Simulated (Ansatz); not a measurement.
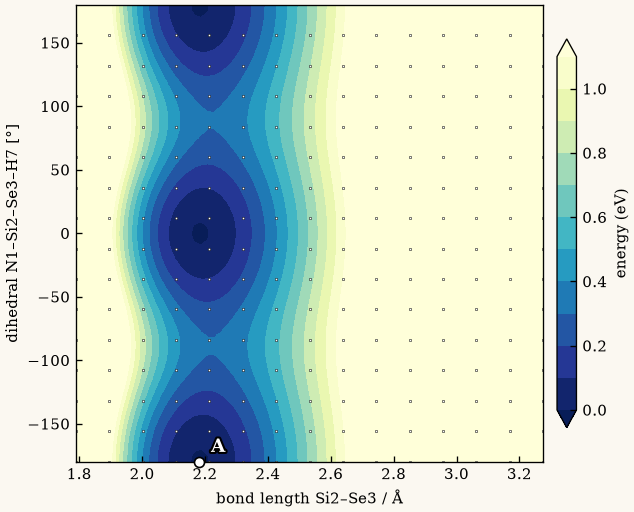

H₄NSeSi, SMILES N[SiH+][SeH], charge +1. Coordinates scanned: (1) bond length Si2–Se3; (2) dihedral N1–Si2–Se3–H7. Nothing is relaxed (all other coordinates rigid). Grid: 15 × 15 points; 120 points were computed and 105 follow by symmetry. Energies are in eV, from the lowest grid point. The reference is spin-restricted, which grows unreliable where a bond is stretched far. Level of theory: RHF/def2-TZVP in Ansatz 0.2.0.

The picture shows filled contours, dots at the grid points, one colour for all values above the top of the scale, the well A. Between grid points the surface is interpolated.

> Where is the minimum, and how stiff is the well along each coordinate? Take the well at A.

The interpolated minimum is at bond length Si2–Se3 ≈ 2.182 Å, dihedral N1–Si2–Se3–H7 ≈ −180°. The curvatures there are about 19 eV/Å² and 0.57 eV/rad², with a cross term of about 0 eV/(Å·rad). Round the minimum the two coordinates are nearly uncoupled.
